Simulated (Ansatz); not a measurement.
System: CH5Al···C2H6.

```xyz
15

Al   -0.9724    1.3064   -0.5045
C     0.6957   -1.6985    0.2293
C     0.2249   -0.9257   -0.9774
H    -2.4778    0.7339   -0.5448
H    -0.4052    2.0265   -1.8249
H     0.5722   -1.1054    1.1604
C    -0.0831    1.5571    1.2140
H     0.1278   -2.6438    0.3559
H     1.7703   -1.9640    0.1452
H     0.3474   -1.4757   -1.9356
H    -0.8853   -0.7389   -0.9283
H     0.7981    0.0218   -1.1211
H     1.0256    1.5229    1.1325
H    -0.3379    2.5640    1.6169
H    -0.4003    0.8194    1.9827
```

All numbers below come from Ansatz 0.2.0, RKS LDA/def2-SVP.

**What can the converged electron density and electron localisation function tell about the bonding?**

C–Al (1.95 Å): ρ is about 0.71 e/Å³ halfway; the ELF peaks at about 0.95 between the atoms; a shared but strongly polarised pair.
C–H (1.11 Å): the density is about 1.8 e/Å³ at the midpoint; the ELF climbs to about 1 towards the hydrogen, as it does in any bond to H: a covalent bond by its length.

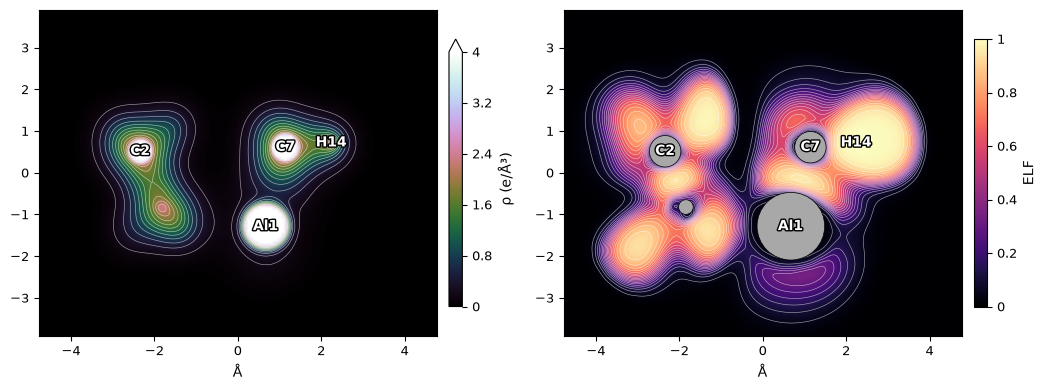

Computed electron density and electron localisation function on the plane of atoms Al1, C7 and H14, in this order. Grey discs cover the atomic cores in the ELF map. 
